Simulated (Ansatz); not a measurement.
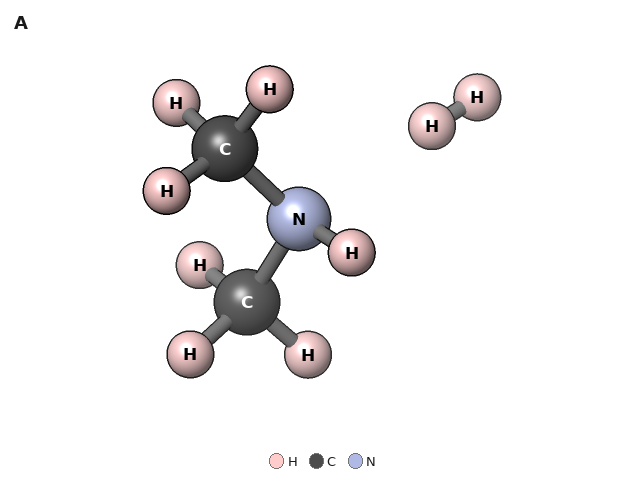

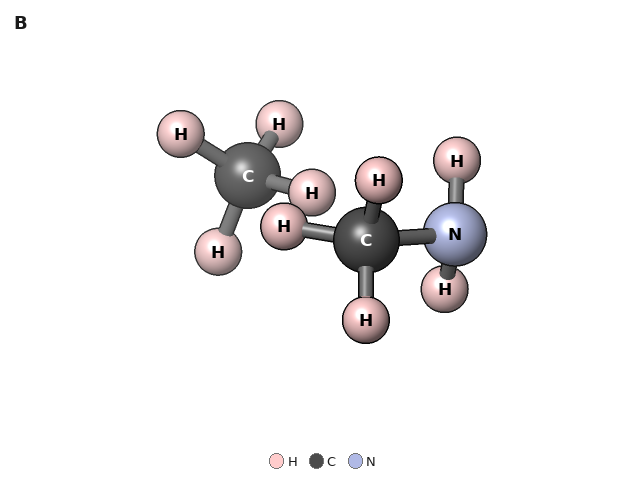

2 stationary structures of one formula. Geometries: PBE-D4/def2-SVP. Electronic energies: PBE-D4/def2-SVP (Ansatz 0.2.0), without zero-point energy. No frequency run is at hand to confirm each as a minimum.

### Are they conformers, stereoisomers or constitutional isomers?

They are constitutional isomers of C2H9N: A `CNC.[H][H]`, B `C.CN`.

### Which structure is the most stable?

B is lowest; A lies 18.7 kcal/mol above it.
